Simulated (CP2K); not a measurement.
# Two attempts at SnSiH4F (SMILES [F][SnH][SiH3])

Aim: energy and forces of SnSiH4F at PM6.

Program for the calculation: CP2K 2026.2.

3 further runs of the same task are left out: 3 set aside as unsound or not needed.

## (1) The molecule

SnSiH4F has 7 atoms, charge 0, and is taken as a doublet. SMILES: `[F][SnH][SiH3]`. All atoms were displaced at random from a relaxed shape.

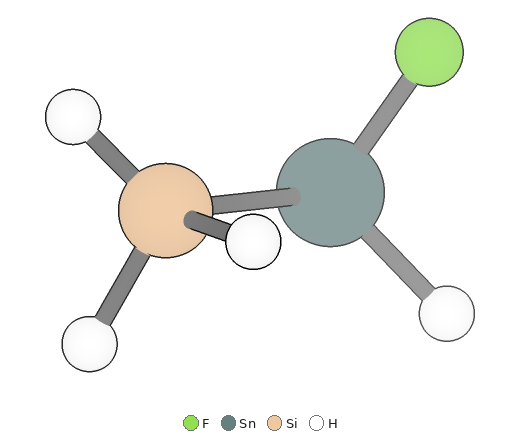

Viewed from a chosen angle; fluorine green, tin teal, silicon light orange, hydrogen white.

## (2) First attempt

File molecule.xyz:

```xyz
7

F      1.928400     1.060500    -0.914800
Sn    -0.213100    -1.538700    -0.022400
Si     0.610300     0.926300     0.055100
H     -0.966800    -2.036400    -1.499300
H      1.728400     1.060500    -0.914800
H      1.101600     1.204000     1.427100
H     -0.484400     1.867800    -0.297800
```

File job.inp:

```
&FORCE_EVAL
 METHOD QUICKSTEP
 &DFT
  CHARGE 0
  MULTIPLICITY 2
  SPIN_POLARIZED T
  &QS
   METHOD PM6
   EPS_DEFAULT 1.0E-10
   &SE
    &COULOMB
     CUTOFF [angstrom] 50
     RC_RANGE [angstrom] 0
    &END COULOMB
    &EXCHANGE
     CUTOFF [angstrom] 50
     RC_RANGE [angstrom] 0
    &END EXCHANGE
   &END SE
  &END QS
  &POISSON
   PERIODIC NONE
   POISSON_SOLVER ANALYTIC
  &END POISSON
  &SCF
   SCF_GUESS ATOMIC
   EPS_SCF 1.0E-06
   MAX_SCF 68
   ADDED_MOS 8
   &DIAGONALIZATION
    ALGORITHM STANDARD
   &END DIAGONALIZATION
   &MIXING
    METHOD DIRECT_P_MIXING
    ALPHA 0.4
   &END MIXING
  &END SCF
  &PRINT
   &MOMENTS
    PERIODIC F
    REFERENCE COM
    MAX_MOMENT 1
   &END MOMENTS
   &MO ON
    ENERGIES T
    OCCUPATION_NUMBERS T
    NDIGITS 6
    &EACH
     QS_SCF 0
    &END EACH
    ADD_LAST NUMERIC
   &END MO
   &HIRSHFELD OFF
   &END HIRSHFELD
  &END PRINT
 &END DFT
 &SUBSYS
  &CELL
   ABC [angstrom] 14.9 15.9 14.9
   PERIODIC NONE
  &END CELL
  &TOPOLOGY
   COORD_FILE_NAME molecule.xyz
   COORD_FILE_FORMAT XYZ
   &CENTER_COORDINATES
   &END CENTER_COORDINATES
  &END TOPOLOGY
 &END SUBSYS
 &PRINT
  &FORCES ON
  &END FORCES
 &END PRINT
&END FORCE_EVAL

&GLOBAL
 PROJECT_NAME job
 RUN_TYPE ENERGY_FORCE
 PRINT_LEVEL MEDIUM
&END GLOBAL
```

Started as:

```sh
OMP_NUM_THREADS=1 cp2k.psmp -i job.inp -o job.out
```

Log:

```text
CP2K| version string:                                       CP2K version 2026.2
[...]
 GLOBAL| Method name                                                        CP2K
[...]
 GLOBAL| Run type                                                   ENERGY_FORCE
[...]
                             - Atoms:                                          7
[...]
                             - Spherical basis functions:                     21
[...]
 *** WARNING in particle_methods.F:720 :: The distance between the atoms 1 ***
 *** and 5 is only 0.200 angstrom and thus smaller than the threshold of   ***
 *** 0.500 angstrom                                                        ***
[...]
 Number of electrons:                                                         10
[...]
     1 P_Mix/Diag. 0.40E+00    0.0     0.46176512     65390.8324158189  6.54E+04
[...]
    29 DIIS/Diag.  0.11E-06    0.0     0.00000022     65386.9055139134 -7.28E-12
  *** SCF run converged in    29 steps ***
  Core-core repulsion energy [eV]:                        1780681.57784259971231
  Core Hamiltonian energy [eV]:                             -1094.50373753518352
  Two-electron integral energy [eV]:                         -637.77794718064490
  Electronic energy [eV]:                                   -1413.39271112550614
  Total energy [eV]:                                      1779268.18513147416525
  Atomic reference energy [eV]:                               670.60079334860507
  Heat of formation [kcal/mol]:                          41046366.76276759803295
[...]
 SE_DIPOLE| Moment [Debye]         -0.23273386      -0.75546972       2.28939234
 SE_DIPOLE| Derivative [a.u.]       0.00000000       0.00000000       0.00000000
 ENERGY| Total FORCE_EVAL ( QS ) energy [hartree]          65386.905513913370669
 FORCES| Atomic forces [hartree/bohr]
 FORCES|   Atom     x               y               z               |f|
 FORCES|      1  2.07679314E+06  1.74964990E-02 -5.55018393E-02   2.07679314E+06
 FORCES|      2  2.97301377E-02  9.46074363E-02  2.57762865E-03   9.92022795E-02
 FORCES|      3 -2.47931488E-01 -1.39372068E-01  1.60607934E-01   3.26633593E-01
 FORCES|      4  3.99304042E-03  6.19633860E-03  4.48508256E-03   8.62872814E-03
 FORCES|      5 -2.07679292E+06  9.84219118E-03 -1.20439441E-01   2.07679292E+06
 FORCES|      6  2.57643008E-03  3.81520257E-03  8.12765256E-03   9.34090460E-03
 FORCES|      7 -4.76776783E-03  7.41439991E-03  1.42982604E-04   8.81619987E-03
 FORCES| Sum     3.94783858E-12  6.59194921E-17 -3.40005801E-16
 FORCES| Total atomic force                                       3.94783860E-12
[...]
```

Wall time 0.48 s (1 thread of Arm Neoverse N1, shared host); peak memory 0.14 GiB.

## (3) What went wrong

The program ended normally, but the settings are unsound, so its numbers aren't properties of the molecule.

What is wrong: two atoms lie on top of or far too near each other. As the program read them, the closest atoms are 0.20 Å apart, against 1.40 Å in the sound input.

## (4) Try two

File molecule.xyz:

```xyz
7

F     -1.663181    -1.621986     1.143831
Sn    -0.207971    -1.506318    -0.034013
Si     0.666187     0.919405     0.186316
H     -0.930876    -2.060708    -1.583563
H      1.823046     1.092937    -0.983614
H      1.278856     1.285299     1.392006
H     -0.623038     1.876073    -0.385697
```

File qs.inp:

```
&FORCE_EVAL
   METHOD Quickstep
   &DFT
      MULTIPLICITY 2
      LSD T
      &QS
         METHOD PM6
         EPS_DEFAULT 1.0E-10
         &SE
            &COULOMB
               CUTOFF [angstrom] 50
               RC_RANGE [angstrom] 0
            &END COULOMB
            &EXCHANGE
               CUTOFF [angstrom] 50
               RC_RANGE [angstrom] 0
            &END EXCHANGE
         &END SE
      &END QS
      &POISSON
         PERIODIC NONE
         POISSON_SOLVER ANALYTIC
      &END POISSON
      &SCF
         SCF_GUESS ATOMIC
         EPS_SCF 1.0E-06
         MAX_SCF 100
         ADDED_MOS 8
         &DIAGONALIZATION
            ALGORITHM STANDARD
         &END DIAGONALIZATION
         &MIXING
            METHOD DIRECT_P_MIXING
            ALPHA 0.4
         &END MIXING
      &END SCF
      &PRINT
         &MOMENTS
            PERIODIC F
            REFERENCE COM
            MAX_MOMENT 1
         &END MOMENTS
         &MO ON
            ENERGIES T
            OCCUPATION_NUMBERS T
            NDIGITS 6
            &EACH
               QS_SCF 0
            &END EACH
            ADD_LAST NUMERIC
         &END MO
         &HIRSHFELD OFF
         &END HIRSHFELD
      &END PRINT
   &END DFT
   &SUBSYS
      &CELL
         ABC 15.5 15.9 15
         PERIODIC NONE
      &END CELL
      &TOPOLOGY
         COORD_FILE_NAME molecule.xyz
         COORD_FILE_FORMAT XYZ
         &CENTER_COORDINATES
         &END CENTER_COORDINATES
      &END TOPOLOGY
   &END SUBSYS
   &PRINT
      &FORCES ON
      &END FORCES
   &END PRINT
&END FORCE_EVAL

&GLOBAL
   PROJECT_NAME qs
   RUN_TYPE ENERGY_FORCE
   PRINT_LEVEL MEDIUM
&END GLOBAL
```

Started as:

```sh
OMP_NUM_THREADS=1 cp2k.psmp qs.inp > qs.out
```

Log:

```text
CP2K| version string:                                       CP2K version 2026.2
[...]
 GLOBAL| Method name                                                        CP2K
[...]
 GLOBAL| Run type                                                   ENERGY_FORCE
[...]
                             - Atoms:                                          7
[...]
                             - Spherical basis functions:                     21
[...]
 Number of electrons:                                                         10
[...]
     1 P_Mix/Diag. 0.40E+00    0.0     0.46628537       -21.6247525120 -2.16E+01
[...]
    20 DIIS/Diag.  0.15E-06    0.0     0.00000048       -24.7211573693 -7.07E-12
  *** SCF run converged in    20 steps ***
  Core-core repulsion energy [eV]:                            632.02332406294727
  Core Hamiltonian energy [eV]:                             -1092.87411814231587
  Two-electron integral energy [eV]:                         -423.69221694863415
  Electronic energy [eV]:                                   -1304.72022661663277
  Total energy [eV]:                                         -672.69690255368562
  Atomic reference energy [eV]:                               670.60079334860507
  Heat of formation [kcal/mol]:                               -48.33743041440984
[...]
 SE_DIPOLE| Moment [Debye]         -1.86636654      -0.50529853       2.03535028
 SE_DIPOLE| Derivative [a.u.]       0.00000000       0.00000000       0.00000000
 ENERGY| Total FORCE_EVAL ( QS ) energy [hartree]            -24.721157369276156
 FORCES| Atomic forces [hartree/bohr]
 FORCES|   Atom     x               y               z               |f|
 FORCES|      1 -5.26062840E-02 -4.95340169E-03  4.17448577E-02   6.73393677E-02
 FORCES|      2  7.48841340E-02  8.63770521E-02 -5.68381336E-02   1.27668328E-01
 FORCES|      3 -5.09533035E-02 -6.73001184E-02 -8.81920639E-02   1.22079422E-01
 FORCES|      4  1.15674296E-02  9.46735441E-03  2.60887511E-02   3.00675766E-02
 FORCES|      5 -2.73682213E-02 -5.87621243E-03  2.79419853E-02   3.95512825E-02
 FORCES|      6  7.16021745E-03  7.46155720E-03  2.75291535E-02   2.94074453E-02
 FORCES|      7  3.73160278E-02 -2.51762313E-02  2.17254500E-02   4.99832345E-02
 FORCES| Sum    -2.15105711E-16 -1.11022302E-16 -2.77555756E-16
 FORCES| Total atomic force                                       3.68284695E-16
[...]
```

It took 0.46 s on 1 thread of Arm Neoverse N1, shared host; peak memory 0.14 GiB.

## (5) Summary of results

Level: PM6.

| quantity | value |
| --- | --- |
| total energy | -24.72116 Eh |
| dipole moment | 2.81 D |
| HOMO energy (highest over α and β) | -7.44 eV |
| LUMO energy (lowest over α and β) | -1.72 eV |
| heat of formation at this unrelaxed shape | -48.3 kcal/mol |
| largest force on an atom | 6.565 eV/Å |

In words: The first attempt's energy was +1779941.038 eV off this one.
